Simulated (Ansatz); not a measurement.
# TaF5 (tantalum pentafluoride) at B3LYP/def2-SVP (core potential)

What is the vertical ionisation energy of TaF5 (tantalum pentafluoride) at B3LYP/def2-SVP (core potential)? 

Program for the calculation: Ansatz 0.2.0.

2 further runs of the same task are left out: 2 that didn't finish.

## 1. Starting point

TaF5: 6 atoms, total charge 0, spin state singlet. SMILES: `F[Ta](F)(F)(F)F`. The shape is that of a PBE0-D4/def2-TZVP optimisation.

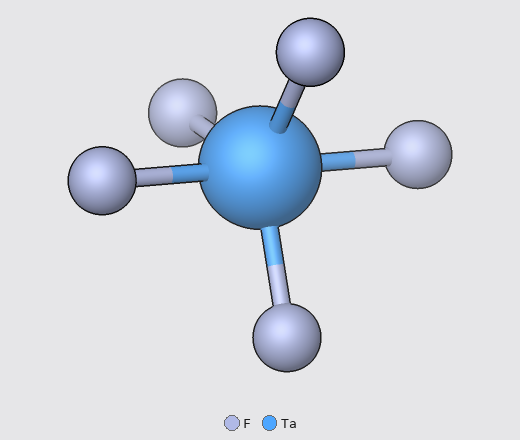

The structure, seen from a chosen angle (fluorine light blue, tantalum blue).

## 2. The energy at B3LYP/def2-SVP (core potential)

input.yaml reads:

```yaml
crystal:
  periodic: [false, false, false]
  atoms:
    - {symbol: F, position_ang: [-1.030170, -1.289830, 0.890600]}
    - {symbol: Ta, position_ang: [0.000080, -0.000050, 0.000020]}
    - {symbol: F, position_ang: [1.542230, -0.861760, 0.535750]}
    - {symbol: F, position_ang: [-0.806180, -0.458120, -1.596180]}
    - {symbol: F, position_ang: [1.030090, 1.290020, -0.890420]}
    - {symbol: F, position_ang: [-0.736030, 1.319740, 1.060250]}
basis:
  gaussian:
    orbitals: def2-SVP
magnetization:
  spin_polarized: false
  initial_magnetization: 0
hamiltonian:
  xc: {name: B3LYP}
accuracy: high
output:
  orbitals: {seedname: orbitals}
```

On the command line:

```sh
$ ansatz run input.yaml --threads 1 --pin off --max-ram 3480MiB --events-out events.jsonl --progress --plain --runs-dir runs
```

The program printed:

```text
Warning: RAYON_NUM_THREADS=1 ignored (pool sized by the plan → 1); use --threads N
Functional definition: B3LYP
  name "B3LYP"
  parameter a0 = 0.2
  parameter ax = 0.72
  parameter ac = 0.81
  exchange = (1 - a0 - ax)*slater_x + ax*b88_x + a0*exact_x
  correlation = (1 - ac)*vwn_rpa_c + ac*lyp_c
2159 factors; integrals over basis functions are off by at most 1.5e-8 eV
mean field evaluation 1: about -15125.1219 eV, gradient 7.7e1 eV
mean field evaluation 2: about -15067.0405 eV, gradient 2.1e2 eV
mean field evaluation 4: about -15134.9587 eV, gradient 6.0e0 eV
mean field evaluation 8: about -15135.1339 eV, gradient 5.7e-1 eV
mean field evaluation 16: about -15135.1344 eV, gradient 2.9e-5 eV
mean field -15135.13436599 eV, -556.2059289875 hartree, gradient 1.3e-8 eV, S^2 0.000000; 0 other end points of the search recorded, 0 dependent functions left out
reference -15135.13440729 eV, -556.2059305052 hartree; 29, 29 occupied and 73, 73 virtual orbitals, 2159 factors
Total energy: -15135.13440729 eV, -556.2059305052 hartree
```

It took 6 s on 1 thread of Intel Xeon 6975P-C (Granite Rapids), shared host; peak memory 0.41 GiB.

## 3. The doublet cation at the same level

job.yaml reads:

```yaml
crystal:
  periodic: [false, false, false]
  atoms:
    - {symbol: F, position_ang: [-1.030170, -1.289830, 0.890600]}
    - {symbol: Ta, position_ang: [0.000080, -0.000050, 0.000020]}
    - {symbol: F, position_ang: [1.542230, -0.861760, 0.535750]}
    - {symbol: F, position_ang: [-0.806180, -0.458120, -1.596180]}
    - {symbol: F, position_ang: [1.030090, 1.290020, -0.890420]}
    - {symbol: F, position_ang: [-0.736030, 1.319740, 1.060250]}
basis:
  gaussian:
    orbitals: def2-SVP
total_charge: 1
magnetization:
  spin_polarized: true
  initial_magnetization: 1
hamiltonian:
  xc: {name: B3LYP}
accuracy: high
output:
  orbitals: {seedname: orbitals}
```

On the command line:

```sh
$ ansatz run job.yaml --threads 1 --pin off --max-ram 3480MiB --events-out events.jsonl --progress --plain --runs-dir runs
```

The program printed, shortened:

```text
Warning: RAYON_NUM_THREADS=1 ignored (pool sized by the plan → 1); use --threads N
[... 2 set-up lines as earlier in the session ...]
[...]
2159 factors; integrals over basis functions are off by at most 1.5e-8 eV
[...]
mean field -15120.64825776 eV, -555.6735743293 hartree, gradient 2.5e-8 eV, S^2 0.759289; 13 other end points of the search recorded, 0 dependent functions left out
reference -15120.64830128 eV, -555.6735759285 hartree; 29, 28 occupied and 73, 74 virtual orbitals, 2159 factors
Total energy: -15120.64830128 eV, -555.6735759285 hartree
```

It took 72 s on 1 thread of Intel Xeon 6975P-C (Granite Rapids), shared host; peak memory 0.61 GiB.

## 4. Summary of results

At B3LYP/def2-SVP (core potential):

```
                                          quantity          value
                        singlet TaF5: total energy  -556.20593 Eh
                         singlet TaF5: HOMO energy      -11.83 eV
                         singlet TaF5: LUMO energy       -2.77 eV
                       singlet TaF5: HOMO–LUMO gap        9.06 eV
                      doublet cation: total energy  -555.67358 Eh
doublet cation: HOMO energy (highest over α and β)      -18.43 eV
 doublet cation: LUMO energy (lowest over α and β)      -17.14 eV
                              doublet cation: ⟨S²⟩          0.759
vertical ionisation energy (to the doublet cation)      14.486 eV
```

The vertical ionisation energy comes to 14.49 eV (1398 kJ/mol). The negative HOMO energy of the first species, 11.83 eV, lies 2.66 eV below that difference.
